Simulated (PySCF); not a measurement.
# Cl₄Sn, SMILES `Cl[Sn](Cl)(Cl)Cl`: electronic structure

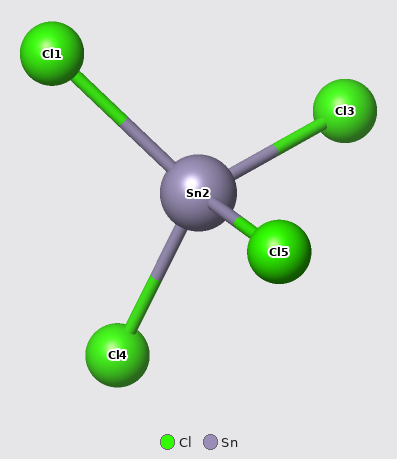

The molecule, with its atoms numbered as below. No frequency check shows the geometry to be a minimum.

Cartesian coordinates (Å):

```
Cl1      1.8482   -1.3373    0.4027
Sn2      0.0001   -0.0001   -0.0001
Cl3     -1.8483   -1.3374   -0.4026
Cl4      0.4027    1.3374   -1.8478
Cl5     -0.4028    1.3375    1.8478
```

Part 1: Bonding charge

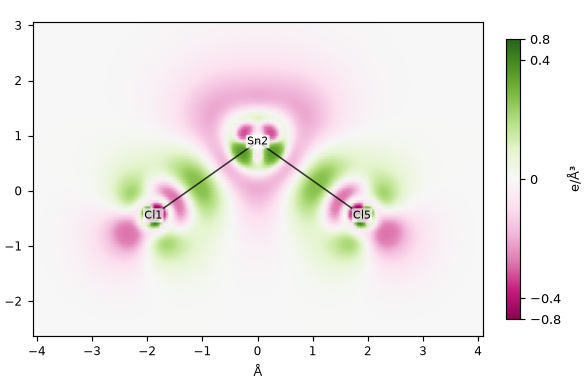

Deformation density (molecule less spherical, spin-averaged free atoms) in the plane of Cl1, Sn2 and Cl5; colour scale in e/Å³, logarithmic beyond ±0.1; green: gain, pink: loss.

Method: BP86/def2-TZVP; geometry: GFN2-xTB; program: PySCF. Core potentials replace the inner electrons of Sn; spin–orbit coupling isn't included.

> Describe the bonding that the map shows.

Sn2–Cl5 and Cl1–Sn2: +0.07 e/Å³ at the bond critical point (bond length 2.32 Å, Mayer order 1.0). In all, 1.1 electrons gather in the regions of gain relative to the promolecule. A small or negative value marks a very polar bond, one between electron-rich atoms, whose free-atom densities already overlap strongly, a long bond to a heavier atom, or a closed-shell contact such as a hydrogen bond.

> Where do the Hirshfeld charges lie?

The highest Hirshfeld charge is on Sn2 (+0.51 e), the lowest on Cl1, Cl3, Cl4 and Cl5 (−0.13 e).

Part 2: Bond critical points

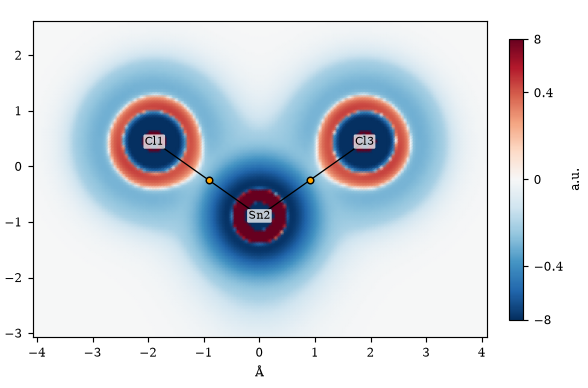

Negative Laplacian of the density (−∇²ρ) in the plane of Cl1, Sn2 and Cl3 (red positive, blue negative, colour scale in a.u., logarithmic beyond ±0.04), with bond paths and bond critical points (dots).

> Sort the bonds in the plane by the sign of ∇²ρ at their critical points.

At none is it concentrated. Depleted (∇²ρ > 0): Cl1–Sn2 and Sn2–Cl3 (+0.17 a.u., H = −0.032).

Part 3: Electrostatic potential

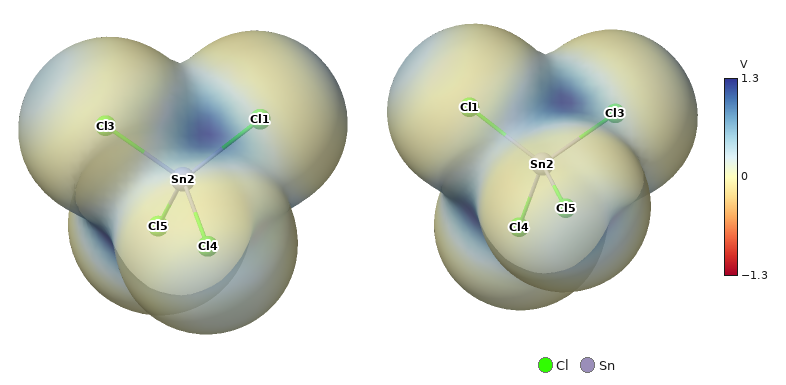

Electrostatic potential on the surface of electron density 0.001 a.u. (back view left, front view right).

> Where are the extremes of the potential on the surface?

Highest: 1.27 V, 2.3 Å from Sn2. Further maxima include 0.36 V, 2.0 Å from Cl3. Lowest: −0.08 V, 2.1 Å from Cl5, and at like points elsewhere. The surface is sampled at points, so like sites can differ by a few per cent and only the strongest of them is named.

> Does Cl3 carry a σ-hole?

Yes: a local maximum of +0.36 V lies on the extension of the Sn2–Cl3 bond.

Part 4: In an electric field

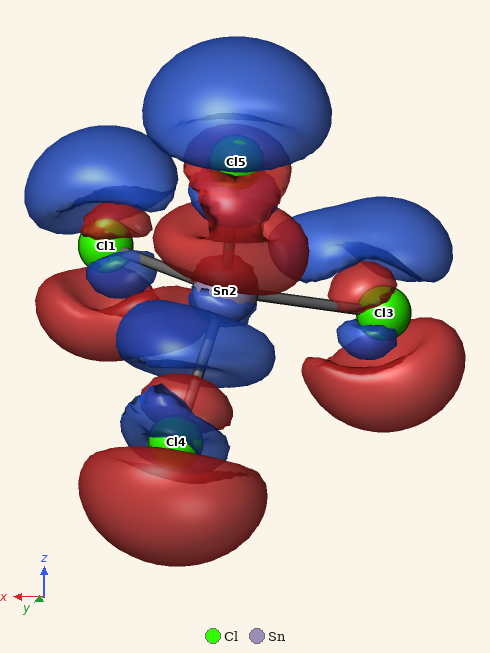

Change of the electron density in a uniform field of 0.21 V/Å, surfaces at ±0.0015 e/Å³ (blue: gain, red: loss).

Level of theory: M06-2X/def2-SVPD (PySCF), at a geometry from GFN2-xTB. Core potentials replace the inner electrons of Sn; spin–orbit coupling isn't included.

The field was applied in both directions; the picture shows the one opposite to the script's first.

> Along which Cartesian direction does the field point?

Along −z: electrons gather on the +z side, against the field.

> What dipole is induced, and what polarisability does it imply?

The induced dipole is 0.93 D (along the field); α along this axis, from the fields in both directions, is 91 bohr³ (13.5 Å³).

Part 5: Removing or adding an electron

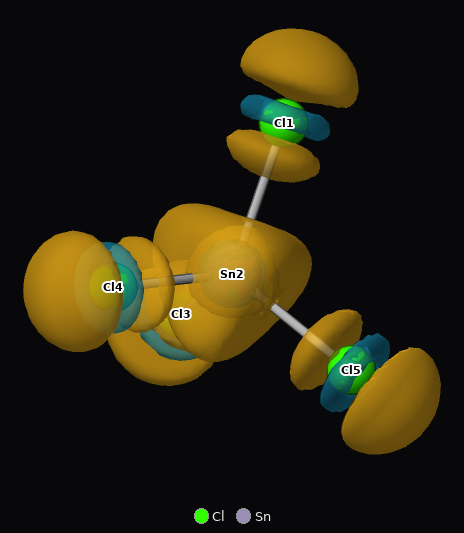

Fukui function f⁺ = ρ(N+1) − ρ(N) at fixed geometry, surfaces at ±0.02 e/Å³ (yellow positive, teal negative).

Method: TPSS/def2-SVP; geometry: GFN2-xTB; program: PySCF. Core potentials replace the inner electrons of Sn; spin–orbit coupling isn't included.

> On which atoms does the density change most on addition of an electron?

f⁺ (Hirshfeld-condensed) is largest on Sn2 (0.22) and Cl1, Cl3, Cl4 and Cl5 (0.19 each); the vertical electron affinity is 1.44 eV (the stability of the anion's solution wasn't checked; the anion's highest orbital has positive energy, so this value and f⁺ depend on the basis). Condensed values hint at sites of nucleophilic attack but needn't mark the atom that reacts. Shares this close don't rank the sites. Orbital relaxation makes it negative in places (0.11 e in all).
